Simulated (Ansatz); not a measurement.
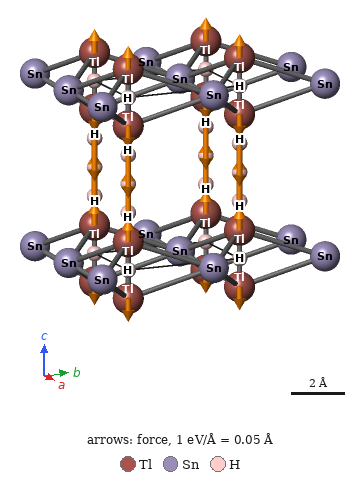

Starting geometry of a crystal of Tl$_{2}$SnH$_{4}$ (a generated structure, set up in P-6m2) (coarse preliminary run) with the computed forces as orange arrows. A ball-and-stick model of the cell of the calculation, seen slightly off an axis.

These are results of DFT PBE, scalar-relativistic, plane waves, PAW in Ansatz 0.2.0, not measurements. Set-up: plane-wave cutoff 420 eV; k-point mesh 3 × 3 × 4; occupations gaussian; smearing width 0.1 eV; no spin polarisation; cell and atoms relaxed; force threshold 0.04 eV/Å; at most 70 steps.

> Is this structure relaxed? If not, where do the atoms go?

It isn't relaxed: the largest force vector, on H atoms, is 33.55 eV/Å. The atoms end up moving mostly along the starting forces (cosine between the two patterns 0.97). The energy falls by 5204 meV per atom in 24 accepted moves (28 points after the start). The largest force component goes from 34 to 0.0023 eV/Å. Pressure: 51.44 GPa at the start and 0.01 GPa at the end. The line search rejected the trial step at point 22 of the run. At 3 points the geometry stayed and the basis and grid were re-selected for the new cell (energy shift of 68.7 meV per atom at most each time). The largest moves relative to the cell, 1.01 Å, are those of H atoms. Largest moves by element: H 1.01 Å, Tl 0.90 Å. Sn stays in place. The volume changes by −29.1 %, with a = b 5.831 → 3.672 Å (−37.0 %), c 6.675 → 11.932 Å (+78.8 %). Among the contacts that change: Tl–Tl 2.189 → 5.712 Å, H–Tl 1.095 → 2.856 Å, H–Sn 3.367 → 2.120 Å, H–Tl 1.127 → 2.128 Å. Bonds break: H–Tl (1.09 → 2.86 Å), Tl–Tl (2.19 → 5.71 Å). The space group stays P-6m2 (No. 187). The run took 2.1 min on 1 thread of Arm Neoverse V2 (shared host), peak memory 0.39 GiB.
